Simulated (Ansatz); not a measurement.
## KSrH3 (model cell, started as cubic perovskite with Sr in the octahedra): following an unstable mode

Aim: this structure of KSrH3 (model cell, started as cubic perovskite with Sr in the octahedra) is to be tested for unstable modes, and one is followed downhill.

Main program and level: Ansatz 0.2.0; DFT PBEsol, scalar-relativistic, plane waves, PAW; PAW set soft_1.

The structure was built from a prototype and need not be the compound's stable phase.

### Step 1. The structure

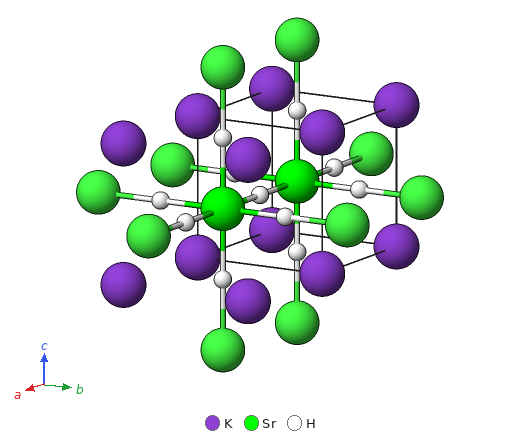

The starting structure, seen from a free direction (potassium purple, strontium green, hydrogen white). 2×1×1 cells are drawn. Some periodic images of atoms are drawn too.

### Step 2. Phonons on a q mesh

The cell comes from relaxations at this level that are not shown. Stability and thermal properties need the whole zone. Linear response on a 2×2×2 q mesh gives force constants as far as a supercell of that size would, and the tensors from the zone-centre run are typed in so that the long-range dipole term is interpolated apart.

input.yaml

```yaml
crystal:
  lattice:
    - [4.7212170871, 0.0, 0.0]
    - [0.0, 4.7212170871, 0.0]
    - [0.0, 0.0, 4.7212170871]
  atoms:
    - { symbol: K, position: [0.0, 0.0, 0.0] }
    - { symbol: Sr, position: [0.5, 0.5, 0.5] }
    - { symbol: H, position: [0.5, 0.5, 0.0] }
    - { symbol: H, position: [0.5, 0.0, 0.5] }
    - { symbol: H, position: [0.0, 0.5, 0.5] }
kpoints:
  mp_grid: { grid: [4, 4, 4] }
hamiltonian:
  xc: pbesol
  pseudopotentials: { kind: paw, azcp: { folder: soft_1 }, xc_functional: pbe }
scf:
  occupations: { method: fixed }
output:
  eigenvalues: true
phonons:
  method: dfpt
  qmesh: [2, 2, 2]
  temperatures: { t_max: 1000, t_step: 50 }
  qpath:
    path:
      - [[0.0, 0.0, 0.0], [0.0, 0.5, 0.0], [0.5, 0.5, 0.0], [0.0, 0.0, 0.0], [0.5, 0.5, 0.5], [0.0, 0.5, 0.0]]
      - [[0.5, 0.5, 0.5], [0.5, 0.5, 0.0]]
    npoints: 10
  non_analytic_term:
    high_frequency_dielectric_tensor: [[3.1492, 0.0, 0.0], [0.0, 3.1492, 0.0], [0.0, 0.0, 3.1492]]
    born_effective_charges:
      - { species: K, tensor: [[1.1875, 0.0, 0.0], [0.0, 1.1875, 0.0], [0.0, 0.0, 1.1875]] }
      - { species: Sr, tensor: [[1.7231, 0.0, 0.0], [0.0, 1.7231, 0.0], [0.0, 0.0, 1.7231]] }
      - { species: H, tensor: [[-0.9111, 0.0, 0.0], [0.0, -0.9111, 0.0], [0.0, 0.0, -1.0884]] }
      - { species: H, tensor: [[-0.9111, 0.0, 0.0], [0.0, -1.0884, 0.0], [0.0, 0.0, -0.9111]] }
      - { species: H, tensor: [[-1.0884, 0.0, 0.0], [0.0, -0.9111, 0.0], [0.0, 0.0, -0.9111]] }
    source: "zone-centre run at this cell"
```

Command:

```bash
ansatz run input.yaml --threads 4 --pin off --max-ram 16384MiB --backend cpu --events-out ev --progress --plain --runs-dir out
```

Numbers of over 12 decimals in the logs are rounded to 6 here.

Output:

```text
Engine: ansatz 0.2.0, aarch64-unknown-linux-gnu
Pseudopotentials: kind: paw
Pseudopotential: K, paw, valence charge 9, recommended cutoff 420 eV (normal), soft_1/K.paw.azcp
Pseudopotential: Sr, paw, valence charge 10, recommended cutoff 420 eV (normal), soft_1/Sr.paw.azcp
Pseudopotential: H, paw, valence charge 1, recommended cutoff 420 eV (normal), soft_1/H.paw.azcp
Functional definition: PBEsol
  exchange = pbesol_x
  correlation = pbesol_c
Crystal: 5 atoms, lattice volume = 105.235 Å³
Basis set: ecut = 420 eV, 2103 PW (Γ), exchange–correlation on 64×64×64 points (8 copies of the dense FFT grid, shifted against one another)
Bands: 16, of which v1, the nominal top of the filled ones, is band 11 counted from 1 (10 counted from 0)
Symmetry: 48 space group operations
k-points: 10 of 64
Non-local potential: K, projectors of the file, l = 0: 3, l = 1: 2, l = 2: 2
Non-local potential: Sr, projectors of the file, l = 0: 3, l = 1: 2, l = 2: 2
Non-local potential: H, projectors of the file, l = 0: 2, l = 1: 1
PAW form: soft (Blöchl's): semilocal exchange-correlation on the pseudo side does not see the compensation charge
PAW frozen core: K, regenerated for the run's functional, and the local potential with it (the file was generated under x = pbe(κ = 0.804, μ = 0.219515), c = pbe(β = 0.066725))
PAW frozen core: Sr, regenerated for the run's functional, and the local potential with it (the file was generated under x = pbe(κ = 0.804, μ = 0.219515), c = pbe(β = 0.066725))
PAW one-centre angular grid: K, 110 points (default); XC on 64 Gauss nodes
PAW one-centre angular grid: Sr, 110 points (default); XC on 64 Gauss nodes
PAW one-centre angular grid: H, 110 points (default); XC on 64 Gauss nodes
Initial density: superposition of atomic densities (chi_scale 0.1, normalization cell, long waves kept (reshape's long-wave potential 0.01 eV rms))
Initial wavefunctions: pseudopotential atomic-orbital guess
Functional: x = pbesol(κ = 0.804, μ = 0.123457), c = pbesol(β = 0.046)
SCF iter   1: F=—  HF=-5057.807194 eV  |F-HF|=—  |Δ(HF+E_count)|=         —  Δρ=4.70e-2  dr2=3.20e0  ethr=3.10e-3  ⟨swp⟩=6.1  Hψ=843  notcnv=0  defer=12
preconditioner: auto → Resta (q_TF=auto, 2.102 Å⁻¹)  ε∞=2.1  [insulator: Δε(μ)=3.623 eV  Ē_g=14.570 eV  n_scr=18 (ndim 8)  ℏωp=15.4 eV  f_vac=0.000  ε∞_Penn≈2.1]
SCF iter   2: F=—  HF=-5056.855991 eV  |F-HF|=—  |Δ(HF+E_count)|=   9.51e-1  Δρ=1.70e-2  dr2=5.70e-1  ethr=3.10e-3  ⟨swp⟩=2.4  Hψ=308  notcnv=0  defer=22
SCF iter   3: F=—  HF=-5056.696863 eV  |F-HF|=—  |Δ(HF+E_count)|=   1.59e-1  Δρ=3.71e-3  dr2=1.38e-2  ethr=2.59e-3  ⟨swp⟩=2.8  Hψ=229  notcnv=0  defer=23
SCF iter   4: F=—  HF=-5056.700433 eV  |F-HF|=—  |Δ(HF+E_count)|=   3.57e-3  Δρ=3.87e-4  dr2=3.09e-4  ethr=6.28e-5  ⟨swp⟩=3.4  Hψ=239  notcnv=0  defer=23
SCF iter   5: F=—  HF=-5056.700583 eV  |F-HF|=—  |Δ(HF+E_count)|=   1.50e-4  Δρ=9.76e-5  dr2=5.92e-6  ethr=1.41e-6  ⟨swp⟩=2.5  Hψ=271  notcnv=0  defer=24
SCF iter   6: F=—  HF=-5056.700587 eV  |F-HF|=—  |Δ(HF+E_count)|=   3.96e-6  Δρ=1.79e-5  dr2=2.52e-7  ethr=2.69e-8  ⟨swp⟩=2.1  Hψ=256  notcnv=0  defer=22
SCF iter   7: F=—  HF=-5056.700584 eV  |F-HF|=—  |Δ(HF+E_count)|=   2.96e-6  Δρ=1.92e-6  dr2=5.31e-9  ethr=1.15e-9  ⟨swp⟩=2.0  Hψ=254  notcnv=0  defer=19
SCF iter   8: F=—  HF=-5056.700584 eV  |F-HF|=—  |Δ(HF+E_count)|=   4.26e-9  Δρ=3.54e-7  dr2=1.36e-10  ethr=2.41e-11  ⟨swp⟩=2.2  Hψ=260  notcnv=0  defer=19
SCF iter   9: F=-5056.700584 eV  HF=-5056.700584 eV  |F-HF|=1.82e-12  |Δ(HF+E_count)|=  2.72e-10  Δρ=6.08e-8  dr2=3.84e-12  ethr=1.00e-12  ⟨swp⟩=15.8  Hψ=1411  notcnv=0
SCF 1 converged in 9 iterations: F = -5056.700584 eV  dr2 = 3.84e-12
  greatest PAW one-centre occupation: 0.987 electrons in one spin orbital (limit 2), on the Sr atom at site 1 (counted from 0), in its partial waves of l = 0
NSCF: frozen V_eff on 10 k-points
NSCF: frozen V_eff on 27 k-points
DFPT response loops at q = (0, 0, 0) (fractional): preconditioner auto → none (the input reference at scf.mixing.eps_inf says where Resta's filter doesn't serve); β = 0.50; Broyden in place of MSR1
NSCF: frozen V_eff on 54 k-points
DFPT response loops at q = (0, 0, -0.5) (fractional): preconditioner auto → Resta (q_TF=auto, 2.102 Å⁻¹)  ε∞=4.9 (no band partly filled); β = 1.00, the filter's whole step (`scf.mixing.beta` (0.50) is not read by the response loops at its default; to damp them type it under 1.00, their step now; it binds the ground state too); Broyden in place of MSR1
NSCF: frozen V_eff on 54 k-points
DFPT response loops at q = (0, -0.5, -0.5) (fractional): mixed as the last ones told, above
NSCF: frozen V_eff on 54 k-points
DFPT response loops at q = (-0.5, -0.5, -0.5) (fractional): mixed as the last ones told, above
SCF converged after 9 iterations
Free energy (F): -5056.700584 eV
Harris-Foulkes:  -5056.700584 eV  (|F-HF|=1.82e-12)
Internal energy: -5056.700584 eV  (E = F + TS)
E sigma→0 (E₀):  -5056.700584 eV
Fermi energy:    1.761709 eV
--- Per-component energies (eV) ---
  E_band       = -257.269241
  E_kinetic    = 525.715024
  E_local      = -1430.003140  (includes V_loc(G=0)·N_el)
  E_nonlocal   = 249.913890
  E_hartree    = 412.329186
  E_xc         = -332.909073
  E_vxc        = -352.562312  (∫ρ·V_xc dr)
  E_paw        = -3403.635335  (= ΣΔE_a)
  E_vpaw       = -74.988354  (= ΣTr[D̂ρ^β])
  E_aug_tail   = -0.002737  (compensation charges beyond the density's cutoff)
  E_ewald      = -1078.350632
  E_core_change = 0.242233  (= ΣΔE_core)
  E_smearing   = -0.000000  (= −TS)
  E_closure    = 0.000000  (closes the sum)
  Σ components = -5056.700584   (vs F -5056.700584, Δ=0.00e0)
--- Band table (eV; the first three rows and the last of 10) ---
  k-point 0: bands = [... 7 lower, -11.1509, -0.9675, 1.0192, 1.0192, 8.0876, 8.0876, 8.0876, 8.5434, ... 1 higher]
  k-point 1: bands = [... 7 lower, -11.1513, -0.5702, 1.1063, 1.1643, 7.0747, 7.5041, 7.5041, 7.8796, ... 1 higher]
  k-point 2: bands = [... 7 lower, -11.1517, -0.0571, 1.1933, 1.1997, 6.9701, 7.1325, 7.1325, 7.2774, ... 1 higher]
  k-point 9: bands = [... 7 lower, -11.1834, 1.7617, 1.7617, 1.7617, 5.2404, 5.2404, 5.2404, 7.7093, ... 1 higher]
--- Phonons (Γ-DFPT): 4 representative perturbations + reference (Σ response iterations 14) ---
  ASR residual: 1.878e-4 → 0.000e0 eV/Å²; symmetrization residual: 3.652e-7 eV/Å²
  ASR residual per site (eV/Å²): 5.03e-5 1.88e-4 1.94e-5 1.94e-5 1.94e-5
  Γ frequencies (cm⁻¹): -178.36 -178.36 -178.36 -116.24 -116.24 -116.24 0.00 0.00 0.00 218.03 218.03 218.03 1148.75 1148.75 1148.75
--- Phonons (arbitrary-q DFPT): 4 irreducible q on the 2×2×2 mesh ---
  q = [0.0000, 0.0000, 0.0000] (star 1, of the zone-centre solve; hermiticity 1.29e-7, symmetrization 2.06e-13): -178.36 -178.36 -178.36 -116.24 -116.24 -116.24 -0.00 -0.00 -0.00 218.03 218.03 218.03 1148.75 1148.75 1148.75
  q = [0.0000, 0.0000, -0.5000] (star 3, 9 solved perturbations in 216 linear systems a pass and spin channel, the states on 27 of 64 k-point pairs; hermiticity 1.06e-7, symmetrization 2.22e-9): -109.31 -109.31 -55.65 -55.65 95.81 116.67 123.08 123.08 159.26 240.98 240.98 549.14 1147.81 1147.81 1264.10
  q = [0.0000, -0.5000, -0.5000] (star 3, 9 solved perturbations in 216 linear systems a pass and spin channel, the states on 27 of 64 k-point pairs; hermiticity 1.34e-7, symmetrization 3.09e-9): -345.46 -96.86 -96.86 41.36 72.85 115.37 115.37 234.88 234.88 340.08 340.08 575.87 1146.85 1189.42 1287.19
  q = [-0.5000, -0.5000, -0.5000] (star 1, 4 solved perturbations in 81 linear systems a pass and spin channel, the states on 27 of 64 k-point pairs; hermiticity 7.64e-8, symmetrization 1.84e-9): -353.77 -353.77 -353.77 -52.01 -52.01 -52.01 140.52 140.52 140.52 528.93 528.93 528.93 1188.88 1188.88 1303.22
  sum rule: each row above includes the acoustic sum rule's correction from the zone centre's row sums; it moved no ω² by more than (2.29 cm⁻¹)²
  mesh force constants: q→R imaginary residual 8.07e-18; ASR residual 1.878e-4 → 0.000e0 eV/Å²; symmetrization residual 3.553e-15 eV/Å²
  interpolated dispersion: 63 rows × 15 modes
  density of states and harmonic sums: on the 14×14×14 q-mesh, interpolated from the force constants of a 2×2×2 supercell (with the dipole–dipole term of supplied tensors)
  largest difference from the sums on the solved wave vectors: F 4.00e-2 eV, S 6.19e-5 and C_V 3.22e-5 eV/K
  zero-point energy: 0.328098 eV/cell   skipped modes (ω ≤ 0): 564, of them read as no rigid motion or as one in doubt: 561 (4.667e0 modes/cell left out, lowest -353.77 cm⁻¹)   left out of the sums: 3.11e-1 of the cell's modes: C_V's classical limit lies that fraction below 3 k_B per atom; for a crystal, a wire or a layer, F and S can be off by more, and a phonons.interpolated_qmesh denser along its periods is the remedy for the sampling
```

It took 28 s on 4 threads of Arm Neoverse V1, shared host; peak memory 0.52 GiB; 1.7 min of CPU time.

In the SCF lines HF is the Harris–Foulkes energy and dr2 the Hartree energy of the density residual, in eV; the loop may stop once dr2 is under the threshold and the program's other checks hold. Hψ counts applications of the Hamiltonian.

A gap read on the k-mesh alone can miss the band edges.

Numbers from this step:

```
gap on the k-mesh                                       : 2.524 eV
volume per atom                                         : 21.05 Å³
sum-rule residual before enforcement                    : 1.88e-4 eV/Å²
lowest frequency on the path                            : -353.8 cm⁻¹
point group                                             : m-3m
highest frequency on the path or at a solved wavevector : 1303 cm⁻¹
highest optical mode at the zone centre (no LO-TO term) : 1149 cm⁻¹
lowest optical zone-centre mode                         : -178.4 cm⁻¹
lowest mode on the q mesh (acoustic modes at Γ apart)   : -353.8 cm⁻¹
```

Frequencies (cm⁻¹) solved at each irreducible wavevector; negative means imaginary. Frequencies by wavevector, by row:

| q in reciprocal lattice units | star | mode 1 | mode 2 | mode 3 | mode 4 | mode 13 | mode 14 | mode 15 |
| --- | --- | --- | --- | --- | --- | --- | --- | --- |
| 0 0 0 | 1 | -178.4 | -178.4 | -178.4 | -116.2 | 1149 | 1149 | 1149 |
| 0 0 -0.5 | 3 | -109.3 | -109.3 | -55.6 | -55.6 | 1148 | 1148 | 1264 |
| 0 -0.5 -0.5 | 3 | -345.5 | -96.9 | -96.9 | 41.4 | 1147 | 1189 | 1287 |
| -0.5 -0.5 -0.5 | 1 | -353.8 | -353.8 | -353.8 | -52 | 1189 | 1189 | 1303 |

Interpolated from a 2×2×2 q mesh, with the LO-TO term (at Γ the limit along the path; where Γ stands inside the path, tables give the limit on arrival). The phonon branches at the labelled points (cm⁻¹):

```csv
point,branch 1,branch 2,branch 3,branch 4,branch 12,branch 13,branch 14,branch 15
Γ,-178,-178,-178,-116,514,1149,1149,1229
X,-109,-109,-56,-56,549,1148,1148,1264
M,-346,-97,-97,41,576,1147,1189,1287
Γ,-178,-178,-178,-116,514,1149,1149,1229
R,-354,-354,-354,-52,529,1189,1189,1303
X,-109,-109,-56,-56,549,1148,1148,1264
jump to R,-354,-354,-354,-52,529,1189,1189,1303
M,-346,-97,-97,41,576,1147,1189,1287
```

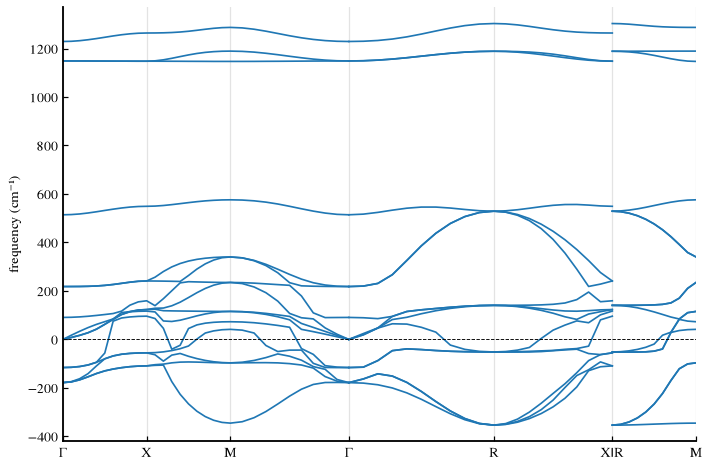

Phonon branches along the path.

Symmetry leaves 4 wavevectors to solve. The lowest mode among them, the acoustic zeros apart, lies at q = (-0.5, -0.5, -0.5) and is imaginary, 353.8i cm⁻¹, so the energy falls along it.

### Step 3. The mode frozen in, largest atomic shift 0 Å

The mode followed lies at q = (-0.5, -0.5, -0.5) with frequency 353.8i cm⁻¹ and is 3-fold degenerate, the softest among the wavevectors solved. At small amplitude the distorted cell has space group no. 167 by a symmetry search on the positions. The undistorted cell that holds it gives the zero of energy on the same k mesh.

System of this step: KSrH3 (model cell, started as cubic perovskite with Sr in the octahedra). The structure is cubic, space group Pm-3m (No. 221). Conventional cell: a = 4.721 Å, b = 4.721 Å, c = 4.721 Å, α = 90.00°, β = 90.00°, γ = 90.00°. Nearest to K lie 12 H at 3.34 Å. Nearest to Sr lie 6 H at 2.36 Å. Nearest to H lie 2 Sr at 2.36 Å. Farther neighbours are not listed.

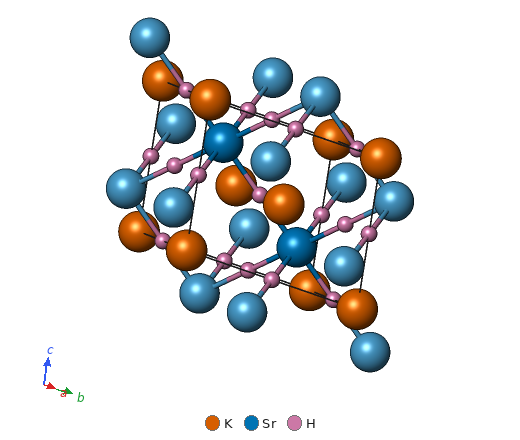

The cell of this step (potassium orange, strontium blue, hydrogen pink). Some periodic images of atoms are drawn too.

input.yaml

```yaml
crystal:
  lattice:
    - [4.7212170871, 4.7212170871, 0.0]
    - [4.7212170871, 0.0, 4.7212170871]
    - [4.7212170871, 0.0, -4.7212170871]
  atoms:
    - { symbol: K, position: [0.0, 0.5, 0.5] }
    - { symbol: K, position: [0.0, 0.0, 0.0] }
    - { symbol: Sr, position: [0.5, 0.25, 0.75] }
    - { symbol: Sr, position: [0.5, 0.75, 0.25] }
    - { symbol: H, position: [0.5, 0.5, 0.5] }
    - { symbol: H, position: [0.5, 0.0, 0.0] }
    - { symbol: H, position: [0.0, 0.0, 0.5] }
    - { symbol: H, position: [0.0, 0.5, 0.0] }
    - { symbol: H, position: [0.5, 0.5, 0.0] }
    - { symbol: H, position: [0.5, 0.0, 0.5] }
kpoints:
  mp_grid: { grid: [4, 4, 4] }
hamiltonian:
  xc: pbesol
  pseudopotentials: { kind: paw, azcp: { folder: soft_1 }, xc_functional: pbe }
scf:
  occupations: { method: gaussian, width: 0.02 }
output:
  forces: true
  stress: true
  eigenvalues: true
```

Output:

```text
[...]
Crystal: 10 atoms, lattice volume = 210.471 Å³
Basis set: ecut = 420 eV, 4111 PW (Γ), exchange–correlation on 90×90×90 points (8 copies of the dense FFT grid, shifted against one another)
Bands: 32, of which v1, the nominal top of the filled ones, is band 22 counted from 1 (21 counted from 0)
Symmetry: 96 space group operations
[...]
k-points: 8 of 64
[...]
k-point 0: bands = [... 18 lower, 1.0198, 1.7623, 1.7623, 1.7623, 5.2408, 5.2408, 5.2408, 7.7099, ... 3 higher]
  k-point 1: bands = [... 18 lower, 1.1305, 1.2347, 1.6531, 1.6531, 5.1215, 5.4937, 5.4937, 6.8074, ... 3 higher]
  k-point 2: bands = [... 18 lower, 1.3929, 1.3929, 1.3929, 1.3929, 5.5024, 5.5024, 6.2461, 6.2461, ... 3 higher]
  k-point 7: bands = [... 18 lower, 1.3674, 1.3674, 1.4076, 1.4076, 5.1495, 5.1495, 6.8908, 6.8908, ... 3 higher]
[key lines of the parts left out:]
SCF converged after 7 iterations
Free energy (F): -10113.401605 eV
Fermi energy:    3.023898 eV
P = ⅓ Tr σ = -0.0085 GPa (-0.085 kbar)
```

Wall time 1.1 s (4 threads); peak memory 0.5 GiB; 3.9 s of CPU time.

Numbers from this step:

```yaml
pressure: -0.008459 GPa
gap_on_the_k_mesh: 2.523 eV
energy_from_the_undistorted_cell: 0 meV/atom
```

At this level the gap is 2.52 eV on the k-mesh of the self-consistent run, which can miss the band edges.

### Step 4. The mode frozen in, largest atomic shift 0.6 Å

The atoms are moved along the unstable eigenvector, the largest shift by 0.6 Å, with the cell fixed.

input.yaml, the sections that differ from step 3:

```yaml
crystal:
  lattice:
    - [4.7212170871, 4.7212170871, 0.0]
    - [4.7212170871, 0.0, 4.7212170871]
    - [4.7212170871, 0.0, -4.7212170871]
  atoms:
    - { symbol: K, position: [0.0, 0.5, 0.5] }
    - { symbol: K, position: [0.0, 0.0, 0.0] }
    - { symbol: Sr, position: [0.5, 0.25, 0.75] }
    - { symbol: Sr, position: [0.5, 0.75, 0.25] }
    - { symbol: H, position: [0.4101367167, 0.5, 0.5] }
    - { symbol: H, position: [0.5898632833, 0.0, 0.0] }
    - { symbol: H, position: [0.0, 0.0898632833, 0.5] }
    - { symbol: H, position: [0.0, 0.4101367167, 0.0] }
    - { symbol: H, position: [0.4101367167, 0.5898632833, 0.0] }
    - { symbol: H, position: [0.5898632833, -0.0898632833, 0.5] }
# kpoints, hamiltonian, scf, output: as in step 3
```

Output:

```text
[...]
Crystal: 10 atoms, lattice volume = 210.471 Å³
Basis set: ecut = 420 eV, 4111 PW (Γ), exchange–correlation on 90×90×90 points (8 copies of the dense FFT grid, shifted against one another)
Bands: 32, of which v1, the nominal top of the filled ones, is band 22 counted from 1 (21 counted from 0)
Symmetry: 12 space group operations
[...]
k-points: 13 of 64
[...]
k-point 0: bands = [... 18 lower, 0.9859, 1.7006, 1.7006, 1.7641, 5.2252, 5.2269, 5.2269, 7.6067, ... 5 higher]
  k-point 1: bands = [... 18 lower, 1.0881, 1.2194, 1.5908, 1.5908, 5.1850, 5.4813, 5.4813, 6.9871, ... 5 higher]
  k-point 2: bands = [... 18 lower, 1.3362, 1.3362, 1.3362, 1.3362, 5.6422, 5.6422, 6.1947, 6.1947, ... 5 higher]
  k-point 12: bands = [... 18 lower, 1.1199, 1.1199, 1.4356, 1.4356, 5.3229, 5.3229, 6.5365, 6.5365, ... 5 higher]
[key lines of the parts left out:]
SCF converged after 7 iterations
Free energy (F): -10113.651836 eV
Fermi energy:    3.160639 eV
P = ⅓ Tr σ = -0.7274 GPa (-7.274 kbar)
```

Wall time 1.7 s (4 threads); peak memory 0.53 GiB; 6 s of CPU time.

Numbers from this step:

```yaml
pressure: -0.7274 GPa
gap_on_the_k_mesh: 2.793 eV
energy_from_the_undistorted_cell: -25.02 meV/atom
```

The energy, extrapolated to zero smearing, is -25.02 meV/atom against the undistorted cell.

The run ends at a pressure of -0.73 GPa, with forces up to 0.0070 eV/Å.

### Step 5. Energy along the mode, all amplitudes (two of the runs are shown above)

An imaginary frequency means negative curvature, so the energy should fall and then rise again as anharmonic terms take over.

This step gave:

| Quantity | Value |
| --- | --- |
| depth at the lowest point sampled | 25.02 meV/atom |
| largest atomic shift at that point | 0.6 Å |

Energy from the parent against largest atomic shift:

```csv
largest atomic shift (Å),energy from the parent (meV/atom)
0.000,0
0.040,-0.222
0.080,-0.882
0.140,-2.65
0.220,-6.26
0.320,-12.1
0.450,-20.0
0.600,-25.0
```

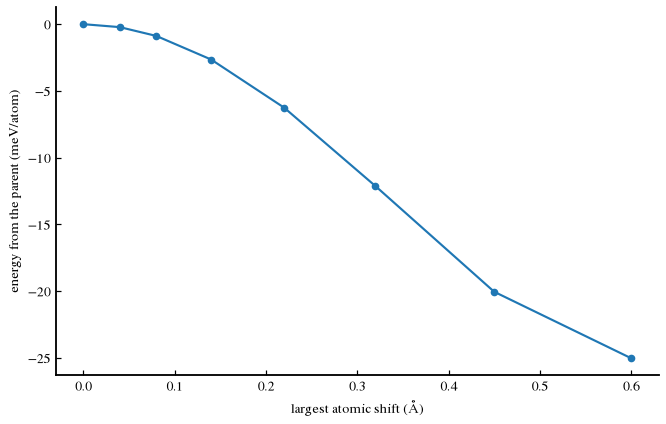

Energy from the parent, plotted against largest atomic shift.

Displacement at unit largest shift by atom:

```
atom   x (Å)   y (Å)   z (Å)   size
  K1   0.000   0.000   0.000  0.000
  K2   0.000   0.000   0.000  0.000
 Sr3   0.000   0.000   0.000  0.000
 Sr4   0.000   0.000   0.000  0.000
  H5  -0.707  -0.707   0.000  1.000
  H6   0.707   0.707   0.000  1.000
  H7   0.707   0.000   0.707  1.000
  H8  -0.707   0.000  -0.707  1.000
  H9   0.000  -0.707   0.707  1.000
 H10   0.000   0.707  -0.707  1.000
```

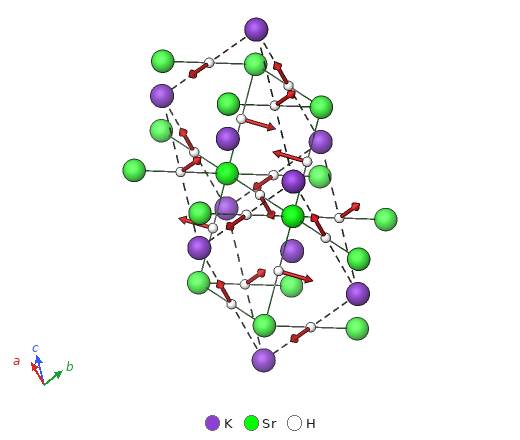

Displacement at unit largest shift as arrows, the longest 1.000 Å. Some periodic images of atoms are drawn too.

The lowest of the steps tried is the last one, at 0.6 Å, 25.0 meV/atom below the parent; the bottom of the well need not coincide with a step.

(Part 1 of 3 ends here.)

[Logs are printed without paths, hosts, clocks, repeated set-up lines and the standing remarks that a program may print on its own settings, such as how far it seeks lower states.]

[Hosts, paths, dates, database ids (printed as entryN), source tags and the programs' standing remarks are cut or masked in the printed files.]
